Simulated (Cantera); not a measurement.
Charge: 1 mol SiC, a varied amount of N2O, 11 mol N2, at 2223 K and 158 Torr.

These are equilibrium values from Cantera (NASA tables, ideal gas, pure condensed phases), not measurements of a reactor. Candidate condensed phases: C, Si, SiC, SiO2, Si2N2O, Si3N4; 34 gas species. The tables' values for SiN, SiO2 are old estimates; treat these amounts as uncertain. The tables hold silica as quartz up to 1696 K and as liquid above; real silica turns to tridymite and cristobalite and melts near 1996 K. Kinetics and transport are ignored.

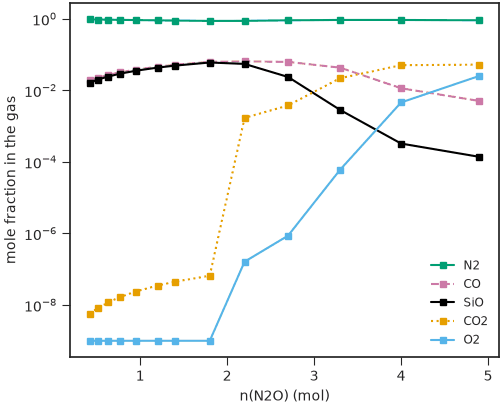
Equilibrium gas composition (values under 1e-9 drawn at 1e-9)

Q: Read off the mole fractions at 0.77 mol N2O.

A: N2 about 0.94, CO about 0.032, SiO about 0.029, CO2 about 1.7e-8.
